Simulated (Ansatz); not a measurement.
The parent structure is NaF in the rock salt structure (space group Fm-3m, No. 225; a = 4.7012 Å).

The change: the cell is scaled by 1.0200 in all directions; the atoms relax in the strained cell.

All numbers come from PBE (Ansatz, an electronic-structure program, PAW, spin-orbit coupling left out).

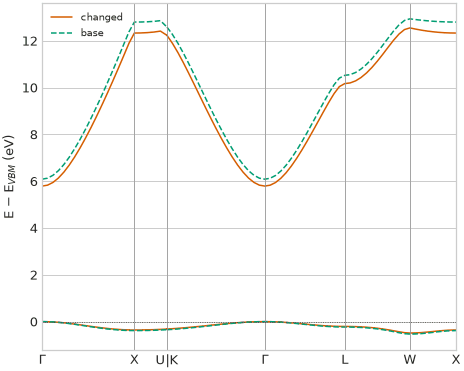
Figure: Highest valence and lowest conduction band along the path, each from its own valence-band maximum

The gap is 5.79 eV, direct at Γ; the base has 6.09 eV.

Stability against distortions was not tested.
